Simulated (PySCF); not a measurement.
**NMR shielding calculation, with input and output: C5H9FO3Si**

The run: NMR shielding calculation of C5H9FO3Si. Method and program: GIAO PBE0/pcSseg-1 NMR shielding, non-relativistic, gas phase (PySCF 2.14.0).

The geometry comes from this level: GFN2-xTB. It belongs to a series of runs on one base structure; here: H on C replaced by COOH. Figures and captions count atoms from 1; the log counts them from 0 in places.

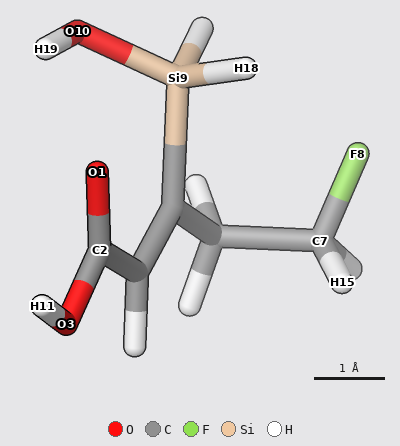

*The structure as given in the input (stick view, seen at a tilt; atoms are numbered from 1 in the order of the input).*

**The input**
```
{"job": {"kind": "nmr", "xc": "PBE0", "basis": "pcSseg-1"}, "charge": 0, "multiplicity": 1}
O      2.383800     0.423193    -0.855403
C      2.163356    -0.568643    -0.191334
O      3.086889    -1.529773    -0.039986
C      0.923020    -0.857184     0.510470
C     -0.109075    -0.006417     0.498037
C     -1.379062    -0.391932     1.190926
C     -2.399858    -0.917270     0.183350
F     -2.829627     0.081397    -0.652940
Si    -0.090128     1.665507    -0.435120
O      1.068706     2.682367     0.060912
H      3.893734    -1.298765    -0.526216
H      0.905546    -1.803053     1.037998
H     -1.808026     0.475460     1.694115
H     -1.203940    -1.183319     1.923227
H     -1.963621    -1.694499    -0.452683
H     -3.291236    -1.300816     0.691744
H     -1.260186     2.403152     0.021849
H     -0.074728     1.360448    -1.860507
H      1.974634     2.469397    -0.157846
```

The first line tells a small driver script what to run in PySCF; the rest is the geometry in Å.

Run on 1 CPU thread, shared host.

Launched with:
```bash
OMP_NUM_THREADS=1 python <driver script> task.json out
```

**What the program printed**
```
coarse grid: 16984 points
cycle   1  E = -809.9091360718  dE =  1.562e+00  |g| = 1.178e+00  |ddm| = 3.971e+00
cycle   2  E = -809.4819684322  dE =  4.272e-01  |g| = 1.933e+00  |ddm| = 2.459e+00
cycle   3  E = -810.1377702112  dE = -6.558e-01  |g| = 3.046e-01  |ddm| = 1.806e+00
cycle   4  E = -810.1541057562  dE = -1.634e-02  |g| = 1.081e-01  |ddm| = 2.827e-01
cycle   5  E = -810.1559378589  dE = -1.832e-03  |g| = 3.126e-02  |ddm| = 8.697e-02
cycle   6  E = -810.1561400606  dE = -2.022e-04  |g| = 7.631e-03  |ddm| = 3.334e-02
cycle   7  E = -810.1561502279  dE = -1.017e-05  |g| = 2.577e-03  |ddm| = 7.230e-03
cycle   8  E = -810.1561515562  dE = -1.328e-06  |g| = 6.778e-04  |ddm| = 2.451e-03
final grid: 161544 points
cycle   9  E = -810.2513732936  dE = -3.919e-05  |g| = 1.287e-02  |ddm| = 3.453e-02
cycle  10  E = -810.2513263670  dE =  4.693e-05  |g| = 2.045e-02  |ddm| = 2.461e-02
cycle  11  E = -810.2514039972  dE = -7.763e-05  |g| = 2.344e-03  |ddm| = 1.616e-02
cycle  12  E = -810.2514049912  dE = -9.940e-07  |g| = 5.290e-04  |ddm| = 1.851e-03
cycle  13  E = -810.2514050339  dE = -4.272e-08  |g| = 1.707e-04  |ddm| = 4.495e-04
cycle  14  E = -810.2514050396  dE = -5.691e-09  |g| = 4.274e-05  |ddm| = 1.445e-04
cycle  15  E = -810.2514050400  dE = -3.211e-10  |g| = 2.125e-05  |ddm| = 5.305e-05
```

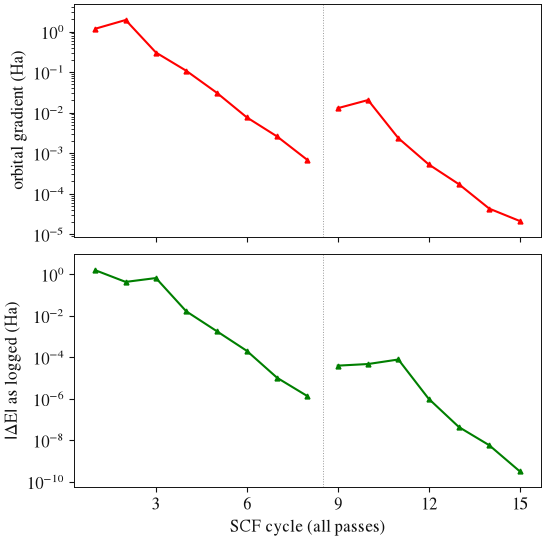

*Convergence of the self-consistent field: orbital gradient and size of the energy change against the SCF cycle. The dotted line marks the change from a coarse to the final integration grid.*

The first 8 cycles use a coarse grid, the final grid takes over at cycle 9, and the field converges after 15 cycles in all.

```
converged SCF energy = -810.2514050400

GIAO shielding tensors (ppm)
atom      isotropic    diamagn.    paramagn.     s11        s22        s33       span
  0 O      -60.728     408.598    -469.326   -273.663   -183.443    274.923    548.586
  1 C       11.864     252.375    -240.511    -78.576     37.966     76.201    154.777
  2 O      123.125     389.223    -266.098    -22.945    147.760    244.561    267.506
  3 C       53.832     255.699    -201.867    -48.230     82.689    127.037    175.268
  4 C       -1.855     265.746    -267.601   -125.486    -55.905    175.827    301.313
  5 C      141.437     248.899    -107.462    128.321    142.304    153.686     25.366
  6 C       96.951     241.431    -144.480     62.875     84.536    143.442     80.567
  7 F      415.230     475.659     -60.428    372.760    407.996    464.935     92.176
  8 Si     380.013     880.294    -500.282    346.526    362.478    431.035     84.509
  9 O      310.712     387.598     -76.886    291.262    305.982    334.891     43.629
 10 H       25.331      29.387      -4.055     20.801     22.170     33.023     12.222
 11 H       25.225      33.805      -8.580     22.683     23.173     29.819      7.137
 12 H       28.318      30.542      -2.224     25.550     27.579     31.825      6.275
 13 H       29.415      31.450      -2.034     25.123     28.892     34.232      9.109
 14 H       27.354      29.657      -2.303     23.224     27.794     31.046      7.822
 15 H       26.623      26.844      -0.221     21.975     26.963     30.930      8.955
 16 H       26.985      30.283      -3.298     22.496     27.381     31.078      8.582
 17 H       26.412      30.830      -4.418     23.757     25.195     30.284      6.527
 18 H       29.349      32.584      -3.235     19.306     26.594     42.148     22.842
```

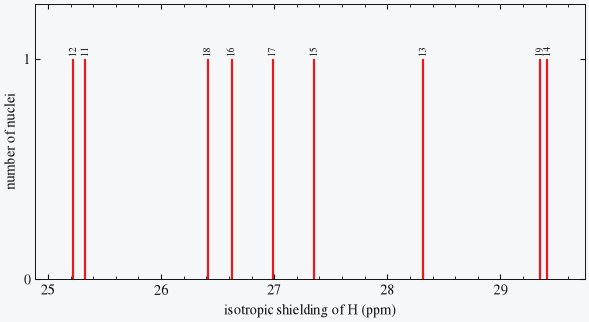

*Isotropic shieldings of the hydrogen nuclei in this fixed geometry, labelled by atom number; shielding grows to the right, so chemical shift grows to the left.*

The least shielded is H12 (25.2 ppm), the most shielded H14 (29.4 ppm).

**Key numbers**

| quantity | value |
| --- | --- |
| outcome | converged |
| total energy | −810.251405 hartree |
| HOMO | −8.19 eV |
| LUMO | −1.93 eV |
| dipole moment | 3.99 D |
| isotropic shielding, O | −60.7 to 310.7 ppm |
| isotropic shielding, C | −1.9 to 141.4 ppm |
| isotropic shielding, F | 415.2 ppm |
| isotropic shielding, Si | 380.0 ppm |
| isotropic shielding, H | 25.2 to 29.4 ppm |
| wall time | 44 s |
| peak memory | 1 GiB |
